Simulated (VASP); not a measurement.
Shape and ions are relaxed at each volume.

Energy against volume of Ho (hcp). Calculation: AM05 GGA, VASP's PBE PAW potentials (set 64) (plane waves; VASP).

The 4f electrons are frozen in the core of the lanthanide potential, so 4f levels, which can set the real gap, and their magnetism are missing.

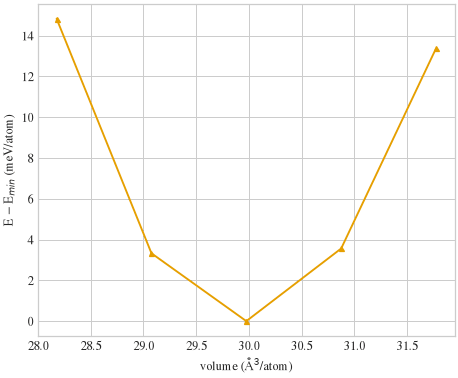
Fig. 1. Energy against volume

Task: Estimate the equilibrium volume and the bulk modulus.

Result: The minimum lies near 29.9 Å³/atom, and the curvature gives B0 of about 42 GPa.

Measured: bulk modulus 40.2 GPa (computed value off by +4.2 %), as given by Wikipedia, Holmium (infobox). The calculation is for a static lattice, while the measured bulk modulus holds thermal and zero-point effects, which are part of the difference.

The compound is Ho in the hcp structure. It was relaxed first.
